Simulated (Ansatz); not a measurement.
# CH₃BF₂GeO: a ladder of functionals and wavefunction methods

Aim: compute CH₃BF₂GeO with functionals from several rungs and with coupled cluster. The yardstick is the atomisation energy at the CCSD(T) limit.

Computed with Ansatz 0.2.0, Gaussian basis. Level: functionals in def2-TZVPP, the program's frozen cores in correlated methods.

The runs, in order: LDA (SPW92), PBE-D4, revPBE-D4, BLYP-D4, r2SCAN-D4, B97M-V, PBE0-D4, B3LYP-D4, r2SCANh-D4, r2SCAN0-D4, HSE06-D4, BHLYP-D4, CAM-B3LYP-D4, LC-ωPBE, ωB97X-V, ωB97M-V, B2PLYP, PBE-QIDH; CCSD(T)/def2-SVP; CCSD(T)/def2-TZVPP; MP2/def2-QZVPP; extrapolation to the limit; RPA on PBE.

## Step 1: The relaxed structure

An earlier PBE0-D4 in a triple-zeta def2 set relaxation fixed the geometry.

SMILES `FB(F)[CH]1[O][GeH2]1`, 9 atoms, charge 0, spin multiplicity 1.

Atoms are counted from 1 here; the program's logs count them from 0.

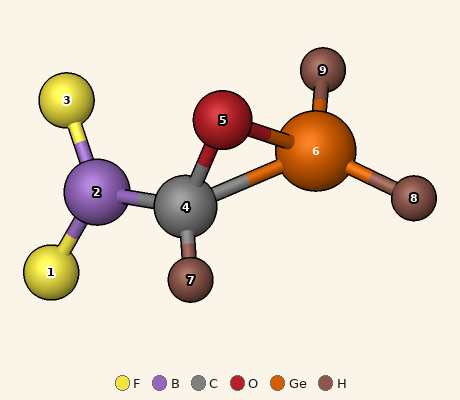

The geometry (fluorine yellow, boron purple, carbon grey, oxygen red, germanium orange, hydrogen brown); atoms are numbered from 1 in the order of the file.

## Step 2: LDA

This LDA is Slater exchange with PW92 correlation.

in.yaml

```yaml
crystal:
  periodic: [false, false, false]
  atoms:
    - {symbol: F, position_ang: [-0.472529, 0.288589, 2.530310]}
    - {symbol: B, position_ang: [0.294626, 0.354845, 1.452971]}
    - {symbol: F, position_ang: [1.166597, 1.345539, 1.392179]}
    - {symbol: C, position_ang: [0.117715, -0.651940, 0.300708]}
    - {symbol: O, position_ang: [1.095663, -0.704576, -0.751718]}
    - {symbol: Ge, position_ang: [-0.391989, 0.101501, -1.394154]}
    - {symbol: H, position_ang: [-0.357109, -1.608351, 0.526245]}
    - {symbol: H, position_ang: [-1.166938, -0.754888, -2.387671]}
    - {symbol: H, position_ang: [-0.197534, 1.582980, -1.685969]}
basis:
  gaussian: {orbitals: def2-TZVPP}
hamiltonian: {xc: lda}
output: {orbitals: {seedname: orbitals}}
```

The run is started by

```sh
$ ansatz run in.yaml --threads 4 --pin off --events-out ev --progress --plain --max-ram 10444MiB
```

Output, cut to the lines that bear on the results:

```text
Functional definition: SPW92
  name "SPW92"
  cite "Dirac, Proc. Camb. Phil. Soc. 26, 376 (1930) doi:10.1017/S0305004100016108"
  cite "Slater, Phys. Rev. 81, 385 (1951) doi:10.1103/PhysRev.81.385"
  cite "Perdew & Wang, Phys. Rev. B 45, 13244 (1992) doi:10.1103/PhysRevB.45.13244"
[...]
1347 factors; their error is unknown
[...]
mean field -65615.24831540 eV, -2411.3158999783 hartree, gradient 3.2e-5 eV, S^2 0.000000; 0 other end points of the search recorded, 0 dependent functions left out
reference -65615.24835741 eV, -2411.3159015220 hartree; 36, 36 occupied and 209, 209 virtual orbitals, 1347 factors
Total energy: -65615.24835741 eV, -2411.3159015220 hartree
```

Wall time 1.1 s (4 threads of INTEL XEON PLATINUM 8581C at 2.10GHz, shared host); peak memory 0.33 GiB.

With the free atoms at this level, -65572.064 eV in sum, the atomisation energy is 4166.7 kJ/mol. HOMO -6.58 eV, LUMO -2.35 eV.

## Step 3: PBE-D4 (GGA)

in.yaml, as its differences from that of step 2:

```diff
@@ -14,3 +14,3 @@
   gaussian: {orbitals: def2-TZVPP}
-hamiltonian: {xc: lda}
-output: {orbitals: {seedname: orbitals}}
+hamiltonian: {xc: pbe, dispersion: d4}
+output: {forces: true, orbitals: {seedname: orbitals}}
```

Launched as before.

Output, cut to the lines that bear on the results:

```text
Functional definition: PBE
  name "PBE"
  cite "Perdew, Burke & Ernzerhof, Phys. Rev. Lett. 77, 3865 (1996) doi:10.1103/PhysRevLett.77.3865"
  parent pbe
[...]
1347 factors; their error is unknown
[...]
mean field -65749.11699996 eV, -2416.2354833963 hartree, gradient 5.8e-5 eV, S^2 0.000000; 0 other end points of the search recorded, 0 dependent functions left out
[...]
Atom 5 at    -0.391989     0.101501    -1.394154 Å, force    -0.512518     0.294344    -0.320739 eV/Å
Atom 6 at    -0.357109    -1.608351     0.526245 Å, force    -0.140757    -0.223179     0.040746 eV/Å
Atom 7 at    -1.166938    -0.754888    -2.387671 Å, force    -0.079238    -0.114477    -0.116115 eV/Å
Atom 8 at    -0.197534     1.582980    -1.685969 Å, force     0.041459     0.173816    -0.027935 eV/Å
Dipole moment:    -0.435921    -0.022146    -0.405354 e Å
```

Run time: 1.9 s. Hardware: 4 threads of INTEL XEON PLATINUM 8581C at 2.10GHz, shared host; peak memory 0.34 GiB.

Atomisation energy: 3644.2 kJ/mol (free atoms -65711.541 eV, run apart). HOMO -6.39 eV, LUMO -2.10 eV.

## Step 4: revPBE-D4 (GGA)

in.yaml, as its differences from that of step 3:

```diff
@@ -14,3 +14,3 @@
   gaussian: {orbitals: def2-TZVPP}
-hamiltonian: {xc: pbe, dispersion: d4}
-output: {forces: true, orbitals: {seedname: orbitals}}
+hamiltonian: {xc: {name: revPBE}, dispersion: d4}
+output: {orbitals: {seedname: orbitals}}
```

Launched as before.

Output, cut to the lines that bear on the results:

```text
Functional definition: revPBE
  name "revPBE"
  cite "Zhang & Yang, Phys. Rev. Lett. 80, 890 (1998) doi:10.1103/PhysRevLett.80.890"
  cite "Perdew, Burke & Ernzerhof, Phys. Rev. Lett. 77, 3865 (1996) doi:10.1103/PhysRevLett.77.3865"
[...]
1347 factors; their error is unknown
[...]
mean field -65759.92572266 eV, -2416.6326966292 hartree, gradient 5.6e-5 eV, S^2 0.000000; 0 other end points of the search recorded, 0 dependent functions left out
reference -65759.92577982 eV, -2416.6326987298 hartree; 36, 36 occupied and 209, 209 virtual orbitals, 1347 factors
Total energy: -65760.51227177 eV, -2416.6542519114 hartree
```

Run time: 1.5 s. Hardware: 4 threads of INTEL XEON PLATINUM 8581C at 2.10GHz, shared host; peak memory 0.34 GiB.

Atomisation energy: 3521.6 kJ/mol (free atoms -65724.013 eV, run apart). HOMO -6.31 eV, LUMO -2.00 eV.

## Step 5: BLYP-D4 (GGA)

in.yaml, as its differences from that of step 4:

```diff
@@ -14,3 +14,3 @@
   gaussian: {orbitals: def2-TZVPP}
-hamiltonian: {xc: {name: revPBE}, dispersion: d4}
+hamiltonian: {xc: {name: BLYP}, dispersion: d4}
 output: {orbitals: {seedname: orbitals}}
```

The command is unchanged.

Output, cut to the lines that bear on the results:

```text
Functional definition: BLYP
  name "BLYP"
  cite "Becke, Phys. Rev. A 38, 3098 (1988) doi:10.1103/PhysRevA.38.3098"
  cite "Lee, Yang & Parr, Phys. Rev. B 37, 785 (1988) doi:10.1103/PhysRevB.37.785"
[...]
1347 factors; their error is unknown
[...]
mean field -65767.48009863 eV, -2416.9103148256 hartree, gradient 5.8e-5 eV, S^2 0.000000; 0 other end points of the search recorded, 0 dependent functions left out
reference -65767.48046920 eV, -2416.9103284438 hartree; 36, 36 occupied and 209, 209 virtual orbitals, 1347 factors
Total energy: -65767.90698131 eV, -2416.9260024748 hartree
```

It took 1.4 s on 4 threads of INTEL XEON PLATINUM 8581C at 2.10GHz, shared host; peak memory 0.34 GiB.

With the free atoms at this level, -65731.260 eV in sum, the atomisation energy is 3535.9 kJ/mol. HOMO -6.26 eV, LUMO -2.02 eV.

## Step 6: r2SCAN-D4 (meta-GGA)

in.yaml, as its differences from that of step 5:

```diff
@@ -14,3 +14,3 @@
   gaussian: {orbitals: def2-TZVPP}
-hamiltonian: {xc: {name: BLYP}, dispersion: d4}
-output: {orbitals: {seedname: orbitals}}
+hamiltonian: {xc: r2scan, dispersion: d4}
+output: {forces: true, orbitals: {seedname: orbitals}}
```

The command is unchanged.

Output, cut to the lines that bear on the results:

```text
Functional definition: r2SCAN
  name "r2SCAN"
  cite "Furness, Kaplan, Ning, Perdew & Sun, J. Phys. Chem. Lett. 11, 8208 (2020) doi:10.1021/acs.jpclett.0c02405"
  cite "Furness, Kaplan, Ning, Perdew & Sun, J. Phys. Chem. Lett. 11, 9248 (2020) doi:10.1021/acs.jpclett.0c03077"
  parent r2scan
[...]
1347 factors; their error is unknown
[...]
Atom 5 at    -0.391989     0.101501    -1.394154 Å, force    -0.200741     0.119318    -0.133156 eV/Å
Atom 6 at    -0.357109    -1.608351     0.526245 Å, force    -0.023444    -0.024791    -0.020979 eV/Å
Atom 7 at    -1.166938    -0.754888    -2.387671 Å, force     0.052777     0.015881     0.036104 eV/Å
Atom 8 at    -0.197534     1.582980    -1.685969 Å, force     0.023291    -0.057362     0.014370 eV/Å
Dipole moment:    -0.449158    -0.023777    -0.414408 e Å
```

It took 3.5 s on 4 threads of INTEL XEON PLATINUM 8581C at 2.10GHz, shared host; peak memory 0.37 GiB.

With the free atoms at this level, -65726.020 eV in sum, the atomisation energy is 3571.0 kJ/mol. HOMO -6.65 eV, LUMO -1.92 eV.

## Step 7: B97M-V (meta-GGA)

in.yaml, as its differences from that of step 6:

```diff
@@ -14,3 +14,3 @@
   gaussian: {orbitals: def2-TZVPP}
-hamiltonian: {xc: r2scan, dispersion: d4}
-output: {forces: true, orbitals: {seedname: orbitals}}
+hamiltonian: {xc: {name: B97M-V}}
+output: {orbitals: {seedname: orbitals}}
```

The command is unchanged.

Output, cut to the lines that bear on the results:

```text
Functional definition: B97M-V
  name "B97M-V"
  cite "Mardirossian & Head-Gordon, J. Chem. Phys. 142, 074111 (2015) doi:10.1063/1.4907719"
  cite "Becke, J. Chem. Phys. 107, 8554 (1997) doi:10.1063/1.475007"
  cite "Vydrov & Van Voorhis, J. Chem. Phys. 133, 244103 (2010) doi:10.1063/1.3521275"
  # Of w^i u^j: cxij and so on, Table III.
[...]
  gx(w, u) = cx00 + cx01*u + cx02*u^2 + (cx10 + cx11*u)*w
[...]
  gos(w, u) = cos00 + cos01*u + cos03*u^3 + cos10*w + cos32*w^3*u^2
[...]
      + integral(e_c_pw_mod_opposite_spin*gos(b97_w_opposite, b97_u_opposite)) + vv10(b, c)
1347 factors; their error is unknown
[...]
mean field -65754.72604081 eV, -2416.4416118456 hartree, gradient 4.2e-5 eV, S^2 0.000000; 0 other end points of the search recorded, 0 dependent functions left out
reference -65754.72610379 eV, -2416.4416141601 hartree; 36, 36 occupied and 209, 209 virtual orbitals, 1347 factors
Total energy: -65754.72610379 eV, -2416.4416141601 hartree
```

Wall time 6.5 s (4 threads of INTEL XEON PLATINUM 8581C at 2.10GHz, shared host); peak memory 0.43 GiB.

Atomisation energy: 3566.1 kJ/mol (free atoms -65717.766 eV, run apart). HOMO -6.67 eV, LUMO -1.92 eV.

## Step 8: PBE0-D4 (hybrid)

in.yaml, as its differences from that of step 7:

```diff
@@ -14,3 +14,3 @@
   gaussian: {orbitals: def2-TZVPP}
-hamiltonian: {xc: {name: B97M-V}}
+hamiltonian: {xc: pbe0, dispersion: d4}
 output: {orbitals: {seedname: orbitals}}
```

The command is unchanged.

Output, cut to the lines that bear on the results:

```text
Functional definition: PBE0
  name "PBE0"
  cite "Adamo & Barone, J. Chem. Phys. 110, 6158 (1999) doi:10.1063/1.478522"
  cite "Perdew, Burke & Ernzerhof, Phys. Rev. Lett. 77, 3865 (1996) doi:10.1103/PhysRevLett.77.3865"
  parent pbe
[...]
1390 factors; their error is unknown
[...]
mean field -65750.69291440 eV, -2416.2933971837 hartree, gradient 3.1e-5 eV, S^2 0.000000; 0 other end points of the search recorded, 0 dependent functions left out
reference -65750.69294727 eV, -2416.2933983918 hartree; 36, 36 occupied and 209, 209 virtual orbitals, 1390 factors
Total energy: -65750.85529141 eV, -2416.2993644288 hartree
```

Run time: 2.4 s. Hardware: 4 threads of INTEL XEON PLATINUM 8581C at 2.10GHz, shared host; peak memory 0.69 GiB.

With the free atoms at this level, -65714.215 eV in sum, the atomisation energy is 3535.2 kJ/mol. HOMO -7.60 eV, LUMO -1.28 eV.

## Step 9: B3LYP-D4 (hybrid)

B3LYP here takes the VWN-RPA correlation.

in.yaml, as its differences from that of step 8:

```diff
@@ -14,3 +14,3 @@
   gaussian: {orbitals: def2-TZVPP}
-hamiltonian: {xc: pbe0, dispersion: d4}
-output: {orbitals: {seedname: orbitals}}
+hamiltonian: {xc: {name: B3LYP}, dispersion: d4}
+output: {forces: true, orbitals: {seedname: orbitals}}
```

Same command.

Output, cut to the lines that bear on the results:

```text
Functional definition: B3LYP
  name "B3LYP"
  cite "Stephens, Devlin, Chabalowski & Frisch, J. Phys. Chem. 98, 11623 (1994) doi:10.1021/j100096a001"
  cite "Becke, Phys. Rev. A 38, 3098 (1988) doi:10.1103/PhysRevA.38.3098"
  cite "Lee, Yang & Parr, Phys. Rev. B 37, 785 (1988) doi:10.1103/PhysRevB.37.785"
  cite "Vosko, Wilk & Nusair, Can. J. Phys. 58, 1200 (1980) doi:10.1139/p80-159"
[...]
1378 factors; their error is unknown
[...]
Atom 5 at    -0.391989     0.101501    -1.394154 Å, force    -0.305585     0.199568    -0.332785 eV/Å
Atom 6 at    -0.357109    -1.608351     0.526245 Å, force     0.042426     0.064750    -0.011570 eV/Å
Atom 7 at    -1.166938    -0.754888    -2.387671 Å, force     0.007136     0.001155    -0.011585 eV/Å
Atom 8 at    -0.197534     1.582980    -1.685969 Å, force     0.006932     0.000322    -0.010039 eV/Å
Dipole moment:    -0.478521    -0.017148    -0.426455 e Å
```

Wall time 3.6 s (4 threads of INTEL XEON PLATINUM 8581C at 2.10GHz, shared host); peak memory 0.74 GiB.

Atomisation energy: 3510.3 kJ/mol (free atoms -65732.684 eV, run apart). HOMO -7.39 eV, LUMO -1.54 eV.

## Step 10: r2SCANh-D4 (hybrid)

in.yaml, as its differences from that of step 9:

```diff
@@ -14,3 +14,3 @@
   gaussian: {orbitals: def2-TZVPP}
-hamiltonian: {xc: {name: B3LYP}, dispersion: d4}
-output: {forces: true, orbitals: {seedname: orbitals}}
+hamiltonian: {xc: {name: r2SCANh}, dispersion: d4}
+output: {orbitals: {seedname: orbitals}}
```

The command is unchanged.

Output, cut to the lines that bear on the results:

```text
Functional definition: r2SCANh
  name "r2SCANh"
  cite "Bursch, Neugebauer, Ehlert & Grimme, J. Chem. Phys. 156, 134105 (2022) doi:10.1063/5.0086040"
  cite "Furness, Kaplan, Ning, Perdew & Sun, J. Phys. Chem. Lett. 11, 8208 (2020) doi:10.1021/acs.jpclett.0c02405"
  cite "Furness, Kaplan, Ning, Perdew & Sun, J. Phys. Chem. Lett. 11, 9248 (2020) doi:10.1021/acs.jpclett.0c03077"
  parent r2scan
[...]
1366 factors; their error is unknown
[...]
mean field -65762.24123869 eV, -2416.7177902739 hartree, gradient 6.1e-5 eV, S^2 0.000000; 0 other end points of the search recorded, 0 dependent functions left out
reference -65762.24125029 eV, -2416.7177907000 hartree; 36, 36 occupied and 209, 209 virtual orbitals, 1366 factors
Total energy: -65762.29031296 eV, -2416.7195937198 hartree
```

It took 3.3 s on 4 threads of INTEL XEON PLATINUM 8581C at 2.10GHz, shared host; peak memory 0.72 GiB.

With the free atoms at this level, -65725.700 eV in sum, the atomisation energy is 3530.5 kJ/mol. HOMO -7.10 eV, LUMO -1.62 eV.

## Step 11: r2SCAN0-D4 (hybrid)

in.yaml, as its differences from that of step 10:

```diff
@@ -14,3 +14,3 @@
   gaussian: {orbitals: def2-TZVPP}
-hamiltonian: {xc: {name: r2SCANh}, dispersion: d4}
+hamiltonian: {xc: {name: r2SCAN0}, dispersion: d4}
 output: {orbitals: {seedname: orbitals}}
```

Launched as before.

Output, cut to the lines that bear on the results:

```text
Functional definition: r2SCAN0
  name "r2SCAN0"
  cite "Bursch, Neugebauer, Ehlert & Grimme, J. Chem. Phys. 156, 134105 (2022) doi:10.1063/5.0086040"
  cite "Furness, Kaplan, Ning, Perdew & Sun, J. Phys. Chem. Lett. 11, 8208 (2020) doi:10.1021/acs.jpclett.0c02405"
  cite "Furness, Kaplan, Ning, Perdew & Sun, J. Phys. Chem. Lett. 11, 9248 (2020) doi:10.1021/acs.jpclett.0c03077"
  parent r2scan
[...]
1390 factors; their error is unknown
[...]
mean field -65761.18077587 eV, -2416.6788189838 hartree, gradient 5.0e-5 eV, S^2 0.000000; 0 other end points of the search recorded, 0 dependent functions left out
reference -65761.18078574 eV, -2416.6788193467 hartree; 36, 36 occupied and 209, 209 virtual orbitals, 1390 factors
Total energy: -65761.23516416 eV, -2416.6808177168 hartree
```

Wall time 3.5 s (4 threads of INTEL XEON PLATINUM 8581C at 2.10GHz, shared host); peak memory 0.72 GiB.

With the free atoms at this level, -65725.245 eV in sum, the atomisation energy is 3472.6 kJ/mol. HOMO -7.76 eV, LUMO -1.18 eV.

## Step 12: HSE06-D4 (hybrid)

HSE06 is the plane-wave form, built on full-range PBE exchange.

in.yaml, as its differences from that of step 11:

```diff
@@ -14,3 +14,3 @@
   gaussian: {orbitals: def2-TZVPP}
-hamiltonian: {xc: {name: r2SCAN0}, dispersion: d4}
+hamiltonian: {xc: hse06, dispersion: d4}
 output: {orbitals: {seedname: orbitals}}
```

Same command.

Output, cut to the lines that bear on the results:

```text
Functional definition: HSE06
  name "HSE06"
  cite "Heyd, Scuseria & Ernzerhof, J. Chem. Phys. 118, 8207 (2003) doi:10.1063/1.1564060"
  cite "Krukau, Vydrov, Izmaylov & Scuseria, J. Chem. Phys. 125, 224106 (2006) doi:10.1063/1.2404663"
  cite "Heyd & Scuseria, J. Chem. Phys. 120, 7274 (2004) doi:10.1063/1.1668634"
  cite "Ernzerhof & Perdew, J. Chem. Phys. 109, 3313 (1998) doi:10.1063/1.476928"
[...]
1390 factors; their error is unknown
105 factors; integrals over basis functions are off by at most 4.4e-7 eV
[...]
mean field -65750.30498789 eV, -2416.2791411474 hartree, gradient 2.9e-5 eV, S^2 0.000000; 0 other end points of the search recorded, 0 dependent functions left out
reference -65750.30503168 eV, -2416.2791427568 hartree; 36, 36 occupied and 209, 209 virtual orbitals, 1390 factors
Total energy: -65750.45635953 eV, -2416.2847039528 hartree
```

Wall time 3.1 s (4 threads of INTEL XEON PLATINUM 8581C at 2.10GHz, shared host); peak memory 0.73 GiB.

With the free atoms at this level, -65713.784 eV in sum, the atomisation energy is 3538.3 kJ/mol. HOMO -7.20 eV, LUMO -1.66 eV.

## Step 13: BHLYP-D4 (hybrid)

in.yaml, as its differences from that of step 12:

```diff
@@ -14,3 +14,3 @@
   gaussian: {orbitals: def2-TZVPP}
-hamiltonian: {xc: hse06, dispersion: d4}
+hamiltonian: {xc: {name: BHLYP}, dispersion: d4}
 output: {orbitals: {seedname: orbitals}}
```

Same command.

Output, cut to the lines that bear on the results:

```text
Functional definition: BHLYP
  name "BHLYP"
  cite "Becke, J. Chem. Phys. 98, 1372 (1993) doi:10.1063/1.464304"
  cite "Becke, Phys. Rev. A 38, 3098 (1988) doi:10.1103/PhysRevA.38.3098"
  cite "Lee, Yang & Parr, Phys. Rev. B 37, 785 (1988) doi:10.1103/PhysRevB.37.785"
[...]
1594 factors; their error is unknown
[...]
mean field -65762.84360412 eV, -2416.7399267948 hartree, gradient 8.4e-5 eV, S^2 0.000000; 0 other end points of the search recorded, 0 dependent functions left out
reference -65762.84378558 eV, -2416.7399334637 hartree; 36, 36 occupied and 209, 209 virtual orbitals, 1594 factors
Total energy: -65763.08419605 eV, -2416.7487683853 hartree
```

Run time: 2.5 s. Hardware: 4 threads of INTEL XEON PLATINUM 8581C at 2.10GHz, shared host; peak memory 0.74 GiB.

With the free atoms at this level, -65728.223 eV in sum, the atomisation energy is 3363.6 kJ/mol. HOMO -8.63 eV, LUMO -0.44 eV.

## Step 14: CAM-B3LYP-D4 (range-separated)

in.yaml, as its differences from that of step 13:

```diff
@@ -14,3 +14,3 @@
   gaussian: {orbitals: def2-TZVPP}
-hamiltonian: {xc: {name: BHLYP}, dispersion: d4}
+hamiltonian: {xc: {name: CAM-B3LYP}, dispersion: d4}
 output: {orbitals: {seedname: orbitals}}
```

Same command.

Output, cut to the lines that bear on the results:

```text
Functional definition: CAM-B3LYP
  name "CAM-B3LYP"
  cite "Yanai, Tew & Handy, Chem. Phys. Lett. 393, 51 (2004) doi:10.1016/j.cplett.2004.06.011"
  cite "Iikura, Tsuneda, Yanai & Hirao, J. Chem. Phys. 115, 3540 (2001) doi:10.1063/1.1383587"
  cite "Becke, Phys. Rev. A 38, 3098 (1988) doi:10.1103/PhysRevA.38.3098"
  cite "Lee, Yang & Parr, Phys. Rev. B 37, 785 (1988) doi:10.1103/PhysRevB.37.785"
[...]
1378 factors; their error is unknown
317 factors; integrals over basis functions are off by at most 8.1e-6 eV
[...]
mean field -65767.83367752 eV, -2416.9233086102 hartree, gradient 5.9e-5 eV, S^2 0.000000; 0 other end points of the search recorded, 0 dependent functions left out
reference -65767.83381071 eV, -2416.9233135047 hartree; 36, 36 occupied and 209, 209 virtual orbitals, 1378 factors
Total energy: -65767.99859398 eV, -2416.9293691780 hartree
```

Run time: 2.9 s. Hardware: 4 threads of INTEL XEON PLATINUM 8581C at 2.10GHz, shared host; peak memory 0.79 GiB.

With the free atoms at this level, -65731.258 eV in sum, the atomisation energy is 3544.9 kJ/mol. HOMO -8.89 eV, LUMO -0.30 eV.

## Step 15: LC-ωPBE (range-separated)

in.yaml, as its differences from that of step 14:

```diff
@@ -14,3 +14,3 @@
   gaussian: {orbitals: def2-TZVPP}
-hamiltonian: {xc: {name: CAM-B3LYP}, dispersion: d4}
+hamiltonian: {xc: {name: LC-wPBE}}
 output: {orbitals: {seedname: orbitals}}
```

Same command.

Output, cut to the lines that bear on the results:

```text
Functional definition: LC-wPBE
  name "LC-wPBE"
  cite "Vydrov & Scuseria, J. Chem. Phys. 125, 234109 (2006) doi:10.1063/1.2409292"
  cite "Heyd & Scuseria, J. Chem. Phys. 120, 7274 (2004) doi:10.1063/1.1668634"
  cite "Ernzerhof & Perdew, J. Chem. Phys. 109, 3313 (1998) doi:10.1063/1.476928"
  cite "Perdew, Burke & Ernzerhof, Phys. Rev. Lett. 77, 3865 (1996) doi:10.1103/PhysRevLett.77.3865"
  parent pbe
[...]
1347 factors; their error is unknown
391 factors; integrals over basis functions are off by at most 1.8e-5 eV
[...]
mean field -65754.39397226 eV, -2416.4294085517 hartree, gradient 7.3e-5 eV, S^2 0.000000; 0 other end points of the search recorded, 0 dependent functions left out
reference -65754.39397227 eV, -2416.4294085520 hartree; 36, 36 occupied and 209, 209 virtual orbitals, 1347 factors
Total energy: -65754.39397227 eV, -2416.4294085520 hartree
```

Run time: 2 s. Hardware: 4 threads of INTEL XEON PLATINUM 8581C at 2.10GHz, shared host; peak memory 0.48 GiB.

With the free atoms at this level, -65717.697 eV in sum, the atomisation energy is 3540.7 kJ/mol. HOMO -10.15 eV, LUMO 0.87 eV.

## Step 16: ωB97X-V (range-separated)

in.yaml, as its differences from that of step 15:

```diff
@@ -14,3 +14,3 @@
   gaussian: {orbitals: def2-TZVPP}
-hamiltonian: {xc: {name: LC-wPBE}}
+hamiltonian: {xc: {name: wB97X-V}}
 output: {orbitals: {seedname: orbitals}}
```

The command is unchanged.

Output, cut to the lines that bear on the results:

```text
Functional definition: wB97X-V
  name "wB97X-V"
  cite "Mardirossian & Head-Gordon, Phys. Chem. Chem. Phys. 16, 9904 (2014) doi:10.1039/C3CP54374A"
  cite "Becke, J. Chem. Phys. 107, 8554 (1997) doi:10.1063/1.475007"
  cite "Vydrov & Van Voorhis, J. Chem. Phys. 133, 244103 (2010) doi:10.1063/1.3521275"
[...]
      + integral(e_c_pw_opposite_spin*poly(b97_u_opposite, cos0, cos1)) + vv10(b, c)
1378 factors; their error is unknown
289 factors; integrals over basis functions are off by at most 5.6e-6 eV
[...]
mean field -65759.20460290 eV, -2416.6061959670 hartree, gradient 6.6e-5 eV, S^2 0.000000; 0 other end points of the search recorded, 0 dependent functions left out
reference -65759.20460081 eV, -2416.6061958899 hartree; 36, 36 occupied and 209, 209 virtual orbitals, 1378 factors
Total energy: -65759.20460081 eV, -2416.6061958899 hartree
```

Wall time 5.5 s (4 threads of INTEL XEON PLATINUM 8581C at 2.10GHz, shared host); peak memory 0.84 GiB.

Atomisation energy: 3542.0 kJ/mol (free atoms -65722.495 eV, run apart). HOMO -9.82 eV, LUMO 0.77 eV.

[end of part 1 of 2]
